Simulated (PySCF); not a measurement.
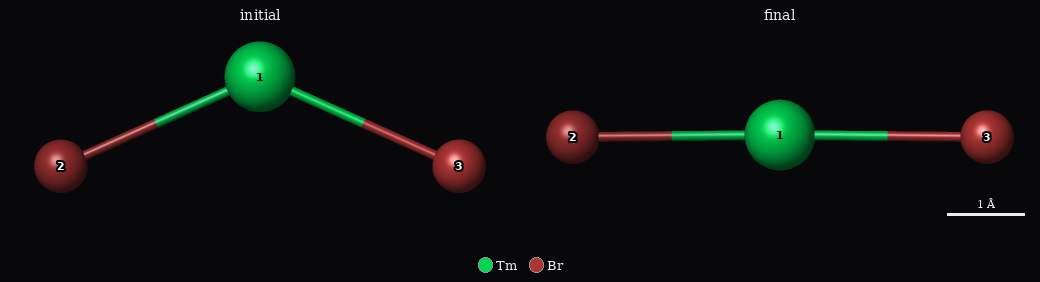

The structure of TmBr2 before (left) and after (right) a relaxation, at one scale.

A ball-and-stick model, seen face on.

The calculation used RKS PBE0, Tm lcecp-0-SVP with ECP59, Br def2-SVP; non-relativistic Hamiltonian with scalar-relativistic core potentials; density fitting in PySCF 2.14.0.

Input file:
```
mol = gto.M(atom='''
Tm     0.00000     0.00000    -0.56702
Br     2.62300    -0.00000     0.60688
Br    -2.62300     0.00000     0.60688''',
    basis={'Tm': 'lcecp-0-SVP', 'Br': 'def2-SVP'},
    ecp={'Tm': 'lcecp-0-SVP'},
    charge=0, spin=0)
mf = dft.RKS(mol, xc='PBE0')
mf.grids.atom_grid = (50, 194)  # f atoms: at least (60, 302), unpruned
mf = mf.density_fit()  # Tm AutoAux, Br def2-universal-JKFIT
mf.conv_tol = 1e-08; mf.max_cycle = 55
mf.kernel(dm0)
# quasi-Newton relaxation in Cartesian coordinates to a largest gradient under 0.00045 Eh/bohr, steps kept in the point group
```

Run as
```bash
OMP_NUM_THREADS=2 python run.py
```

Question: Summarise the run.

Answer: The largest move after the best rigid fit is that of Tm1, 0.76 Å. By element the largest moves are Tm 0.76 Å, Br 0.40 Å. Some distances before and after: Tm1–Br2 2.874 → 2.729 Å. Among the angles between lasting bonds that change: Br2–Tm1–Br3 131.8° → 178.9°. Over 12 geometry steps the energy falls by 5.64 kcal/mol. Largest force component: 1 eV/Å at the start, 0.00093 eV/Å at the end.
